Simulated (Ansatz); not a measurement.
# Na (Im-3m): phonon-mediated transition temperature, part 2 of 2

Wanted: λ, ω_log and Tc of Na (Im-3m). The cell shown first is a relaxed one, from steps not shown here.

Ansatz 0.2.0; DFT PBE, scalar-relativistic, plane waves, PAW.

So far, coupling constant λ: step 2 (resistivity: q 2×2×2, k 8×8×8, scattering 12×12×12) 0.214. Also log mean phonon energy ħω_log (meV): step 2 10.6.

### 3. Resistivity: q 3×3×3, k 9×9×9, scattering 16×16×16

The next rung changes the q mesh, which sets the reach of the force constants and couplings; the k mesh of the density and its response; the scattering mesh, which samples the Fermi surface; the phonon self-energy between the q points, now taken in.

The input, input.yaml:

```yaml
crystal:
  lattice:
    - [-2.096458875, 2.096458875, 2.096458875]
    - [2.096458875, -2.096458875, 2.096458875]
    - [2.096458875, 2.096458875, -2.096458875]
  atoms:
    - { symbol: Na, position: [0.0, 0.0, 0.0] }
kpoints:
  mp_grid: { grid: [9, 9, 9] }
hamiltonian:
  xc: pbe
scf:
  occupations: { method: methfessel_paxton, width: 0.2 }
output:
  eigenvalues: true
phonons:
  method: dfpt
  qmesh: [3, 3, 3]
  temperatures: { t_max: 1000, t_step: 50 }
  qpath:
    path:
      - [[0.0, 0.0, 0.0], [0.5, -0.5, 0.5], [0.0, 0.0, 0.5], [0.0, 0.0, 0.0], [0.25, 0.25, 0.25], [0.5, -0.5, 0.5]]
      - [[0.25, 0.25, 0.25], [0.0, 0.0, 0.5]]
    npoints: 10
  electrical_resistivity:
    mesh: [16, 16, 16]
    temperatures: [20.0, 50.0, 80.0, 100.0, 150.0, 200.0, 273.0, 300.0, 400.0, 500.0, 600.0, 800.0]
  superconductivity: { mesh: [16, 16, 16] }
```

Command:

```sh
ansatz run input.yaml --threads 4 --pin off --max-ram 10240MiB --backend cpu --events-out ev --progress --plain --runs-dir out
```

Numbers of over 12 decimals in the logs are rounded to 6 here.

Output:

```text
[...]
Crystal: 1 atoms, lattice volume = 36.857 Å³
Basis set: ecut = 420 eV, 683 PW (Γ), exchange–correlation on 50×50×50 points (8 copies of the dense FFT grid, shifted against one another)
Bands: 9, of which v1, the nominal top of the filled ones, is band 5 counted from 1 (4 counted from 0)
Symmetry: 48 space group operations
k-points: 35 of 729
[...]
SCF iter   1: F=—  HF=-1486.421285 eV  |F-HF|=—  |Δ(HF+E_count)|=         —  Δρ=4.73e-4  dr2=4.08e-5  ethr=1.77e-3  ⟨swp⟩=4.9  Hψ=1885  notcnv=0
[...]
SCF iter   6: F=-1486.421180 eV  HF=-1486.421180 eV  |F-HF|=1.14e-11  |Δ(HF+E_count)|=   1.99e-9  S|Δr|=    0.00e0  Δρ=2.58e-7  dr2=9.55e-12  ethr=1.00e-12  ⟨swp⟩=5.1  Hψ=1460  notcnv=0
SCF 1 converged in 6 iterations: F = -1486.421180 eV  dr2 = 9.55e-12
[...]
NSCF: frozen V_eff on 35 k-points
[...]
SCF iter   1: F=—  HF=-1486.421285 eV  |F-HF|=—  |Δ(HF+E_count)|=         —  Δρ=4.73e-4  dr2=4.08e-5  ethr=1.77e-3  ⟨swp⟩=4.9  Hψ=1885  notcnv=0
[...]
SCF iter   6: F=-1486.421180 eV  HF=-1486.421180 eV  |F-HF|=1.25e-11  |Δ(HF+E_count)|=   1.99e-9  S|Δr|=    0.00e0  Δρ=2.58e-7  dr2=9.58e-12  ethr=1.00e-12  ⟨swp⟩=1.6  Hψ=922  notcnv=0
SCF 2 converged in 6 iterations: F = -1486.421180 eV  dr2 = 9.58e-12
[...]
SCF converged after 6 iterations
[...]
Free energy (F): -1486.421180 eV
[...]
Internal energy: -1486.421165 eV  (E = F + TS)
E sigma→0 (E₀):  -1486.421176 eV
Entropy (-TS):   -0.000015 eV (-0.015 meV/atom)
Fermi energy:    1.762599 eV
[...]
--- Band table (eV; the first three rows and the last of 35) ---
[...]
ASR residual: 3.731e-4 → 0.000e0 eV/Å²; symmetrization residual: 5.432e-13 eV/Å²
  ASR residual per site (eV/Å²): 3.73e-4
  Γ frequencies (cm⁻¹): 0.00 0.00 0.00
--- Phonons (arbitrary-q DFPT): 4 irreducible q on the 3×3×3 mesh ---
[...]
interpolated dispersion: 62 rows × 3 modes
[...]
--- Electrical resistivity: potentials and phonons of a 3×3×3 supercell ---
[...]
at the Fermi level of each mesh (of a tensor a third of its trace):
[...]
16×16×16                     0.2368              5.9898    0.2016    0.1266          11.300
          8×8×8                     0.2427              5.9669    0.2091    0.1372          11.545
          4×4×4                     0.2504              5.6082    0.2122    0.1558          12.521
  resistivity on the deck's mesh, µΩ·cm:
[...]
20.00     1.9642e-2              no     1.9642e-2     1.9642e-2     1.9642e-2       2.4512e-2         3.6166e-2
     50.00     3.3977e-1              no     3.3977e-1     3.3977e-1     3.3977e-1       3.7235e-1         5.4378e-1
     80.00     8.3610e-1              no     8.3610e-1     8.3610e-1     8.3610e-1       8.6448e-1          1.3415e0
    100.00      1.1655e0              no      1.1655e0      1.1655e0      1.1655e0        1.1885e0          1.8679e0
    150.00      1.9501e0              no      1.9501e0      1.9501e0      1.9501e0        1.9664e0          3.1143e0
    200.00      2.7014e0              no      2.7014e0      2.7014e0      2.7014e0        2.7168e0          4.3055e0
    273.00      3.7725e0              no      3.7725e0      3.7725e0      3.7725e0        3.7905e0          6.0039e0
    300.00      4.1648e0              no      4.1648e0      4.1648e0      4.1648e0        4.1842e0          6.6260e0
    400.00      5.6096e0              no      5.6096e0      5.6096e0      5.6096e0        5.6353e0          8.9160e0
    500.00      7.0492e0              no      7.0492e0      7.0492e0      7.0492e0        7.0822e0          1.1195e1
    600.00      8.4889e0              no      8.4889e0      8.4889e0      8.4889e0        8.5300e0          1.3472e1
    800.00      1.1379e1              no      1.1379e1      1.1379e1      1.1379e1        1.1439e1          1.8028e1
[...]
not converged in the mesh (λ; λ_tr; the resistivity at 20 K by 10.91 %; the resistivity at 50 K by 9.25 %; the resistivity at 80 K by 8.96 %; the resistivity at 100 K by 8.88 %; the resistivity at 150 K by 8.78 %; the resistivity at 200 K by 8.73 %; the resistivity at 273 K by 8.68 %; the resistivity at 300 K by 8.67 %; the resistivity at 400 K by 8.64 %; the resistivity at 500 K by 8.62 %; the resistivity at 600 K [...]
  vibrations of 27 cells: unjudged by the run; compare a larger repeat
[...]
at the force constants' own smearing the fine mesh and the k-points of their solves give squared frequencies that differ by 4.2 % of the larger at the most, at (0.3333, 0.3333, -0.3333)
--- Superconductivity: potentials and phonons of a 3×3×3 supercell ---
           mesh         λ    ħω_log (meV)  μ* declared at (meV)
       16×16×16    0.2016          11.300               12.520
          8×8×8    0.2091          11.545               12.605
          4×4×4    0.2122          12.521               13.061
  λ by the species' shares of the modes' patterns: Na 0.2016
[...]
0.08      0.001         0.002    none_found    none_found    none_found    none_found     none_found
      0.10      0.000         0.000    none_found    none_found    none_found    none_found     none_found
      0.12      0.000         0.000    none_found    none_found    none_found    none_found     none_found
      0.13      0.000         0.000    none_found    none_found    none_found    none_found     none_found
      0.14      0.000         0.000    none_found    none_found    none_found    none_found     none_found
      0.16      0.000         0.000    none_found    none_found    none_found    none_found     none_found
      0.20          -             -    none_found    none_found    none_found    none_found     none_found
  none_found: no transition down to 0.1 K
[...]
not converged in the mesh (λ): between neighbouring meshes, the two finest first, λ moves by 3.71 % and 1.49 % and the anisotropic transition temperature over the full bandwidth at μ* = 0.13 by nothing (neither mesh has one) and nothing (neither mesh has one); converged means that the two finest part by at most 2.00 % and 5.00 %
  vibrations of 27 cells: unjudged by the run; compare a larger repeat
[...]
```

The job ended after 40 s (4 threads of Arm Neoverse V1, shared host; peak memory 2 GiB; 2.5 min of CPU time).

Numbers from this step:

```
zero point energy                                 : 0.01607 eV/cell
highest frequency, solved or plainly interpolated : 132.4 cm⁻¹
Debye temperature (second moment)                 : 170 K
resistivity at 300 K                              : 4.165 μΩ cm
coupling constant λ                               : 0.2016
density of states at the Fermi level              : 0.2368 states/eV a spin and cell
log mean phonon energy ħω_log                     : 11.3 meV
transport coupling constant λ_tr                  : 0.1266, 0.1266, 0.1266 (xx, yy, zz)
Drude plasma energy                               : 5.99, 5.99, 5.99 eV (xx, yy, zz)
resistivity times mean free path                  : 14.11, 14.11, 14.11 × 10⁻¹⁶ Ω m² (xx, yy, zz)
second-moment phonon energy ħω₂                   : 12.52 meV
coupling λ by branch                              : 0.04, 0.0257, 0.136 (branches by rank of frequency)
```

An empty cell: under 1 mK by a formula, or no transition down to the floor of the Eliashberg search. Transition temperatures:

```
  μ*  McMillan Tc (K)  Allen–Dynes Tc (K)
0.08          0.00149              0.0015
 0.1                -                   -
0.12                -                   -
0.13                -                   -
0.14                -                   -
0.16                -                   -
 0.2                -                   -
```

### 4. Coupling and resistivity: q 4×4×4, k 12×12×12, scattering 20×20×20

The next rung changes the q mesh, which sets the reach of the force constants and couplings; the k mesh of the density and its response; the scattering mesh, which samples the Fermi surface.

input.yaml, the sections that differ from step 3:

```yaml
kpoints:
  mp_grid: { grid: [12, 12, 12] }
phonons:
  method: dfpt
  qmesh: [4, 4, 4]
  temperatures: { t_max: 1000, t_step: 50 }
  qpath:
    path:
      - [[0.0, 0.0, 0.0], [0.5, -0.5, 0.5], [0.0, 0.0, 0.5], [0.0, 0.0, 0.0], [0.25, 0.25, 0.25], [0.5, -0.5, 0.5]]
      - [[0.25, 0.25, 0.25], [0.0, 0.0, 0.5]]
    npoints: 10
  electrical_resistivity:
    mesh: [20, 20, 20]
    temperatures: [20.0, 50.0, 80.0, 100.0, 150.0, 200.0, 273.0, 300.0, 400.0, 500.0, 600.0, 800.0]
  superconductivity: { mesh: [20, 20, 20] }
# crystal, hamiltonian, scf, output: as in step 3
```

Output:

```text
[...]
Crystal: 1 atoms, lattice volume = 36.857 Å³
Basis set: ecut = 420 eV, 683 PW (Γ), exchange–correlation on 50×50×50 points (8 copies of the dense FFT grid, shifted against one another)
Bands: 9, of which v1, the nominal top of the filled ones, is band 5 counted from 1 (4 counted from 0)
Symmetry: 48 space group operations
k-points: 72 of 1728
[...]
SCF iter   1: F=—  HF=-1486.414382 eV  |F-HF|=—  |Δ(HF+E_count)|=         —  Δρ=4.72e-4  dr2=4.14e-5  ethr=1.77e-3  ⟨swp⟩=4.9  Hψ=3890  notcnv=0
[...]
SCF iter   7: F=-1486.414285 eV  HF=-1486.414285 eV  |F-HF|=7.28e-12  |Δ(HF+E_count)|=  2.36e-10  S|Δr|=    0.00e0  Δρ=1.03e-7  dr2=3.30e-12  ethr=1.00e-12  ⟨swp⟩=4.4  Hψ=2838  notcnv=0
SCF 1 converged in 7 iterations: F = -1486.414285 eV  dr2 = 3.30e-12
[...]
SCF iter   1: F=—  HF=-1486.414382 eV  |F-HF|=—  |Δ(HF+E_count)|=         —  Δρ=4.72e-4  dr2=4.14e-5  ethr=1.77e-3  ⟨swp⟩=4.9  Hψ=3890  notcnv=0
[...]
SCF iter   7: F=-1486.414285 eV  HF=-1486.414285 eV  |F-HF|=7.28e-12  |Δ(HF+E_count)|=  2.36e-10  S|Δr|=    0.00e0  Δρ=1.03e-7  dr2=3.30e-12  ethr=1.00e-12  ⟨swp⟩=1.0  Hψ=1888  notcnv=0
SCF 2 converged in 7 iterations: F = -1486.414285 eV  dr2 = 3.30e-12
[...]
SCF converged after 7 iterations
[...]
Free energy (F): -1486.414285 eV
[...]
Internal energy: -1486.412424 eV  (E = F + TS)
E sigma→0 (E₀):  -1486.413820 eV
Entropy (-TS):   -0.001861 eV (-1.861 meV/atom)
Fermi energy:    1.726799 eV
[...]
--- Band table (eV; the first three rows and the last of 72) ---
[...]
ASR residual: 1.471e-5 → 0.000e0 eV/Å²; symmetrization residual: 9.853e-13 eV/Å²
  ASR residual per site (eV/Å²): 1.47e-5
  Γ frequencies (cm⁻¹): 0.00 0.00 0.00
--- Phonons (arbitrary-q DFPT): 8 irreducible q on the 4×4×4 mesh ---
[...]
interpolated dispersion: 62 rows × 3 modes
[...]
--- Electrical resistivity: potentials and phonons of a 4×4×4 supercell ---
[...]
at the Fermi level of each mesh (of a tensor a third of its trace):
[...]
20×20×20                     0.2361              5.9939    0.1900    0.1199          11.152
       10×10×10                     0.2424              6.0036    0.1975    0.1293          11.286
          5×5×5                     0.2157              5.3791    0.1812    0.1335          11.933
  resistivity on the deck's mesh, µΩ·cm:
[...]
20.00     1.8787e-2              no     1.8787e-2     1.8787e-2     1.8787e-2       2.3446e-2         3.6620e-2
     50.00     3.2253e-1              no     3.2253e-1     3.2253e-1     3.2253e-1       3.5370e-1         5.1875e-1
     80.00     7.9200e-1              no     7.9200e-1     7.9200e-1     7.9200e-1       8.1895e-1          1.2697e0
    100.00      1.1034e0              no      1.1034e0      1.1034e0      1.1034e0        1.1251e0          1.7650e0
    150.00      1.8450e0              no      1.8450e0      1.8450e0      1.8450e0        1.8602e0          2.9387e0
    200.00      2.5551e0              no      2.5551e0      2.5551e0      2.5551e0        2.5694e0          4.0608e0
    273.00      3.5676e0              no      3.5676e0      3.5676e0      3.5676e0        3.5841e0          5.6613e0
    300.00      3.9385e0              no      3.9385e0      3.9385e0      3.9385e0        3.9563e0          6.2475e0
    400.00      5.3051e0              no      5.3051e0      5.3051e0      5.3051e0        5.3286e0          8.4064e0
    500.00      6.6678e0              no      6.6678e0      6.6678e0      6.6678e0        6.6982e0          1.0556e1
    600.00      8.0314e0              no      8.0314e0      8.0314e0      8.0314e0        8.0697e0          1.2704e1
    800.00      1.0772e1              no      1.0772e1      1.0772e1      1.0772e1        1.0829e1          1.7006e1
[...]
vibrations of 64 cells: unjudged by the run; compare a larger repeat
[...]
--- Superconductivity: potentials and phonons of a 4×4×4 supercell ---
           mesh         λ    ħω_log (meV)  μ* declared at (meV)
       20×20×20    0.1900          11.152               12.459
       10×10×10    0.1975          11.286               12.496
          5×5×5    0.1812          11.933               12.827
  λ by the species' shares of the modes' patterns: Na 0.1900
[...]
0.08      0.000         0.000    none_found    none_found    none_found    none_found     none_found
      0.10      0.000         0.000    none_found    none_found    none_found    none_found     none_found
      0.12      0.000         0.000    none_found    none_found    none_found    none_found     none_found
      0.13      0.000         0.000    none_found    none_found    none_found    none_found     none_found
      0.14      0.000         0.000    none_found    none_found    none_found    none_found     none_found
      0.16      0.000         0.000    none_found    none_found    none_found    none_found     none_found
      0.20          -             -    none_found    none_found    none_found    none_found     none_found
  none_found: no transition down to 0.1 K
[...]
vibrations of 64 cells: unjudged by the run; compare a larger repeat
[...]
```

It took 2.1 min on 4 threads; peak memory 3.9 GiB; 8 min of CPU time.

Numbers from this step:

```
zero point energy                                 : 0.01590 eV/cell
highest frequency, solved or plainly interpolated : 127.8 cm⁻¹
Debye temperature (second moment)                 : 168 K
resistivity at 300 K                              : 3.939 μΩ cm
coupling constant λ                               : 0.19
density of states at the Fermi level              : 0.2361 states/eV a spin and cell
log mean phonon energy ħω_log                     : 11.15 meV
transport coupling constant λ_tr                  : 0.1199, 0.1199, 0.1199 (xx, yy, zz)
Drude plasma energy                               : 5.994, 5.994, 5.994 eV (xx, yy, zz)
resistivity times mean free path                  : 14.12, 14.12, 14.12 × 10⁻¹⁶ Ω m² (xx, yy, zz)
second-moment phonon energy ħω₂                   : 12.46 meV
coupling λ by branch                              : 0.041, 0.0252, 0.124 (branches by rank of frequency)
```

An empty cell: under 1 mK by a formula, or no transition down to the floor of the Eliashberg search. Transition temperatures:

```
  μ*  McMillan Tc (K)  Allen–Dynes Tc (K)
0.08                -                   -
 0.1                -                   -
0.12                -                   -
0.13                -                   -
0.14                -                   -
0.16                -                   -
 0.2                -                   -
```

The Eliashberg function α²F has structure finer than the step of the table below, so its rows give means over 1 meV, whole bins alone (the curve runs from 0.063 to 16.1 meV). Peaks (meV: height): α²F 15.1: 0.449; α²F tr 15.2: 0.328.

Table of Eliashberg function α²F by phonon energy; means over each step:

```
phonon energy (meV)      α²F   α²F tr
                  1   8.7e-5        0
                  2  0.00101   8.6e-5
                  3  0.00387   6.3e-4
                  4  0.00894  0.00294
                  5   0.0164  0.00737
                  6   0.0242   0.0131
                  7   0.0295   0.0177
                  8   0.0316   0.0188
                  9   0.0358   0.0210
                 10   0.0449   0.0277
                 11   0.0674   0.0463
                 12   0.0934   0.0657
                 13    0.108   0.0696
                 14    0.167    0.106
                 15    0.384    0.267
```

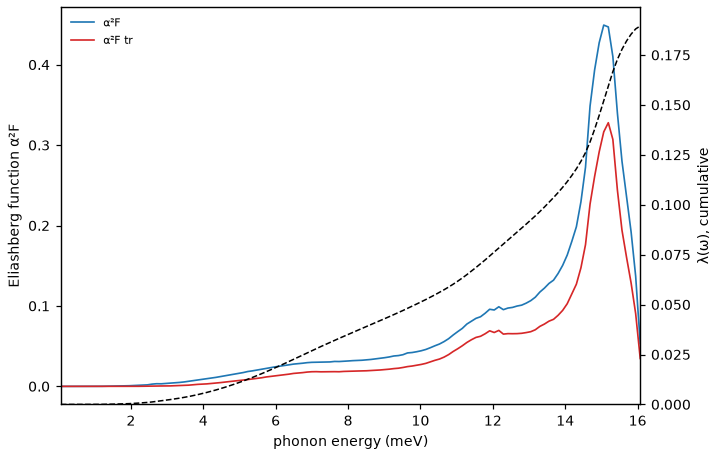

Eliashberg function α²F, plotted against phonon energy. The dashed line is the running λ.

### 5. Outcome

```json
{"meshes": "q 4×4×4, k 12×12×12, scattering 20×20×20", "coupling constant λ": "0.19", "log mean phonon energy ħω_log": "11.2 meV"}
```

In words: In the last run (PBE, q 4×4×4, k 12×12×12, scattering 20×20×20), with λ = 0.19 and ħω_log = 11.2 meV, Tc at μ* = 0.13 is under 1 mK by the formulas. Wikipedia's list of superconducting elements holds no transition of Na at normal pressure, in line with the calculation. In that run Allen and Dynes's formula gives no transition above 0.05 K at μ* = 0.10 or more. By the run's own test λ is not converged in the fine mesh: it moves by 4 % between the two finest. The run's transport test calls it not converged in the mesh; ρ(300 K) moves by 7 % in the component that moves most. Over the runs, λ takes the values 0.214, 0.202 and 0.19, in the order shown. μ* is a typed number, phonons are harmonic, and spin fluctuations are left out; with λ this near or under μ*(1 + 0.62 λ), the formulas give Tc only to its order of magnitude, or none.

[Logs are printed without paths, hosts, clocks, repeated set-up lines and the standing remarks that a program may print on its own settings, such as how far it seeks lower states.]

[Hosts, paths, dates, database ids (printed as entryN), source tags and the programs' standing remarks are cut or masked in the printed files.]
